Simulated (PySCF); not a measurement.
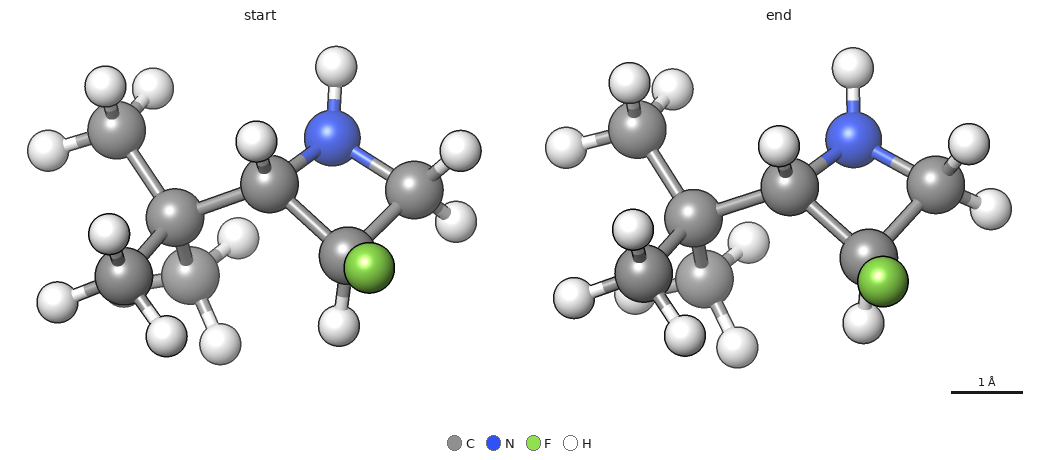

The structure of C$_{7}$H$_{14}$FN before (left) and after (right) a relaxation, at one scale.

A ball-and-stick model, seen at a tilt.

The start comes from GFN2-xTB.

Computed with PBE0-D3(BJ)/def2-SVP geometry optimisation, gas phase in PySCF 2.14.0, density-fitted response routines. 

Question: Summarise the run.

Answer: The atom that moves furthest after the best rigid fit is an H atom (0.35 Å). Largest moves by element: H 0.35 Å, F 0.23 Å, C 0.12 Å, N 0.05 Å. Some distances before and after: C–H 1.087 → 1.101 Å, C–H 1.099 → 1.111 Å, C–F 1.373 → 1.364 Å. Bond angles that change, for instance: N–C–H 113.0° → 115.7°, C–C–N 114.8° → 117.5°, C–C–H 116.4° → 113.9°. Over 7 geometry steps the energy falls by 0.079 eV. The largest force component goes from 0.55 to 0.011 eV/Å. The run took about 5 core-minutes on a shared host.
